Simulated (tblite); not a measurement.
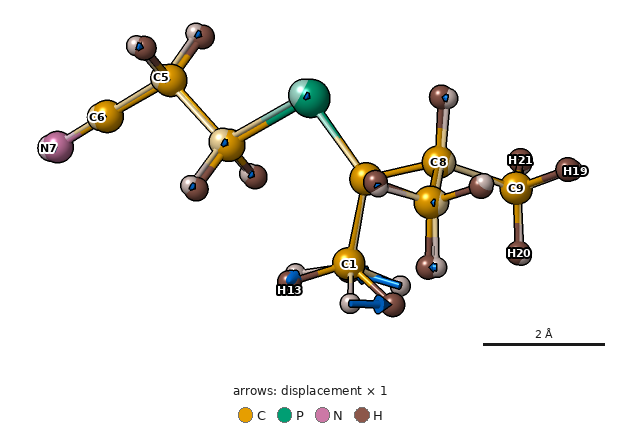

This is a relaxation of C8H14NP. The starting structure is drawn faded, the final one solid; blue arrows show the displacements, at their true length. The two geometries are superimposed by the best rigid fit.

A ball-and-stick model, seen at a tilt.

The calculation used GFN2-xTB geometry optimisation, gas phase (tblite). 

**Atoms of which element are displaced furthest, and by how much?**

Hydrogen: up to 0.99 Å, against 0.12 Å for nitrogen.

**Describe the change and its energy.**

After 152 geometry steps the energy has fallen by 31.9 kJ/mol. The largest move after the best rigid fit is that of an H atom, 0.99 Å. By element the largest moves are H 0.99 Å, N 0.12 Å, C 0.12 Å, P 0.11 Å. Some distances before and after: C–P 1.779 → 1.683 Å, C–C 1.552 → 1.507 Å, C–C 1.527 → 1.494 Å, C–C 1.470 → 1.440 Å. Bond angles that change, for instance: C–C–H 108.8° → 111.3°, P–C–C 118.3° → 116.1°, C–C–C 116.4° → 118.6°. Groups turn about C–C by about 55°.
